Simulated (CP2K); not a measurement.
Consider 2-fluorocarbonylthiophene at its PBE geometry (Å).

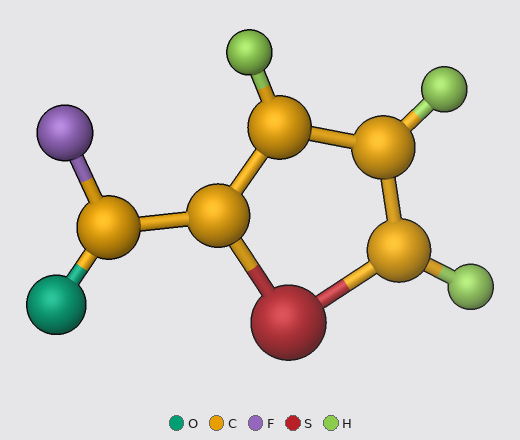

The molecule (oxygen teal, carbon orange, fluorine purple, sulfur red, hydrogen green).

```xyz
11

O     2.8558    1.2110    0.0837
C     2.1343    0.2507   -0.0162
F     2.6735   -1.0306   -0.1853
C     0.6854    0.2036    0.0102
C    -0.1623   -0.8900   -0.1006
C    -1.5242   -0.5235   -0.0284
C    -1.6902    0.8405    0.1362
S    -0.2033    1.6766    0.2042
H     0.2077   -1.9041   -0.2273
H    -2.3531   -1.2242   -0.0956
H    -2.6236    1.3900    0.2191
```

Method: CP2K XAS_TDP, all-electron GAPW, PBEh(45%), aug-cc-pVDZ, TDA, GW2X-corrected core level, no relativity.

Where do the O K-edge lines lie, and how strong are they?

Leading lines: O1 531.81 eV. The leading line of an atom is its first one with 35 % of the strongest within 2.5 eV of its lowest line over the strength cut. Core ionisation energies at this level: O1 538.50 eV.

The first six lines of each atom with a strength over 0.0015:

| atom | energy (eV) | states | strength, one atom | above the computed threshold |
| --- | --- | --- | --- | --- |
| O1 (bonded to C) | 531.81 | 1 | 0.0370 |  |
|  | 536.73 | 1 | 0.0043 |  |
|  | 536.85 | 1 | 0.0016 |  |
|  | 537.33 | 1 | 0.0020 |  |
|  | 537.70 | 1 | 0.0077 |  |
|  | 539.05 | 1 | 0.0034 | yes |

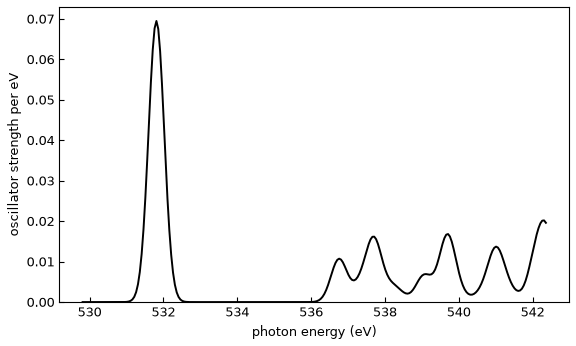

All atoms added, broadened by 0.5 eV.

Lines are vertical, at one geometry, with no vibrational structure. GW2X ionisation energies and lines can be off by 1 to 2 eV either way, and a good line position may hide errors that cancel. These values hold no scalar relativity, about 0.4 eV for O 1s. Rydberg lines, and the discretised continuum above threshold, depend on the basis and the box.

[Banner, clock and machine lines of the logs are left out without a mark of their own.]

[Logs are printed without paths, hosts, clocks, repeated set-up lines and the standing remarks that a program may print on its own settings, such as how far it seeks lower states.]

[Hosts, paths, dates, database ids (printed as entryN), source tags and the programs' standing remarks are cut or masked in the printed files.]
